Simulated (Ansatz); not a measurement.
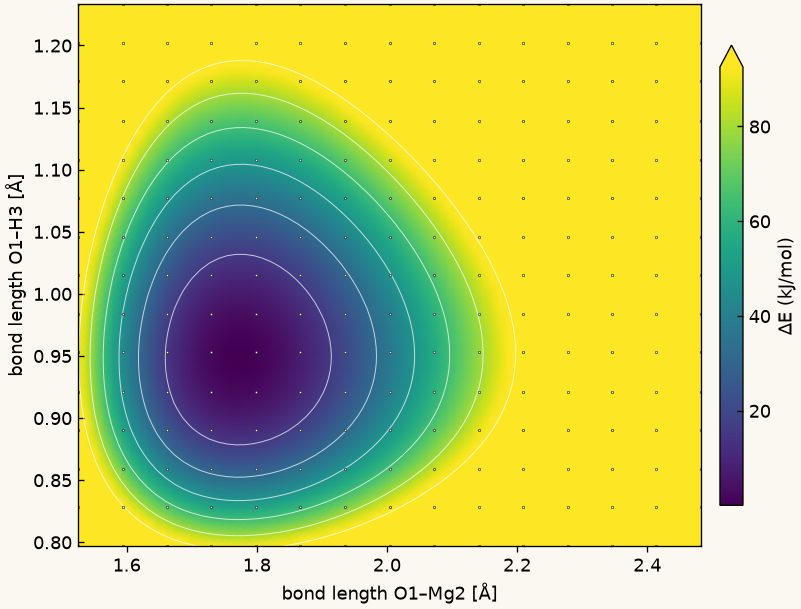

HMgO, SMILES [OH][Mg], spin multiplicity 2. The first coordinate is: bond length O1–Mg2; the second: bond length O1–H3. Nothing is relaxed (all other coordinates rigid). The scan uses a 15 × 15 grid. Energies are in kJ/mol, from the relaxed molecule at the same level. Method: UKS PBE0-D4/def2-TZVP (Ansatz 0.2.0).

The picture shows a smooth colour map with a few white contour lines, dots at the grid points, one colour for all values above the top of the scale. Between grid points the surface is interpolated.

> Where is the minimum, and how stiff is the well along each coordinate?

The interpolated minimum is at bond length O1–Mg2 ≈ 1.773 Å, bond length O1–H3 ≈ 0.948 Å. The curvatures there are about 21 eV/Å² and 57 eV/Å², with a cross term of about 0 eV/Å². Round the minimum the two coordinates are nearly uncoupled. (1 eV is 96.5 kJ/mol.)
